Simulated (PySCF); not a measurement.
SMILES c1ccco1 (C4H4O) at its PBE/def2-SVP optimised geometry (Å):

```
9

C     -0.7171    -0.6303     0.0000
C      0.7200    -0.6303     0.0000
C      1.0974     0.6915     0.0000
O      0.0000     1.5006    -0.0003
C     -1.0968     0.6909    -0.0003
H     -1.3828    -1.5006     0.0002
H      1.3865    -1.5000     0.0002
H      2.0666     1.2007     0.0000
H     -2.0666     1.1990    -0.0004
```

Method: PySCF with PBE/def2-TZVP. Cells within 0.4 Å of a nucleus heavier than hydrogen are left out (blank, or x).

Map of the log10 of the electron density (e/bohr³), floored at −4 on the plane z = 0.0 Å:

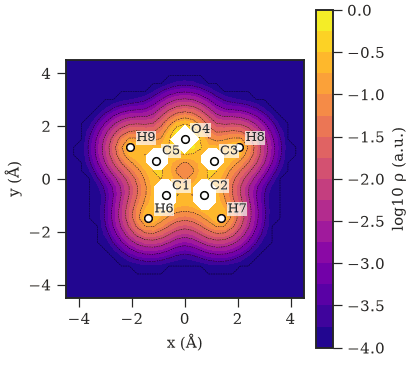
Figure. Log10 of the electron density (e/bohr³), floored at −4 on the plane z = 0.0 Å.
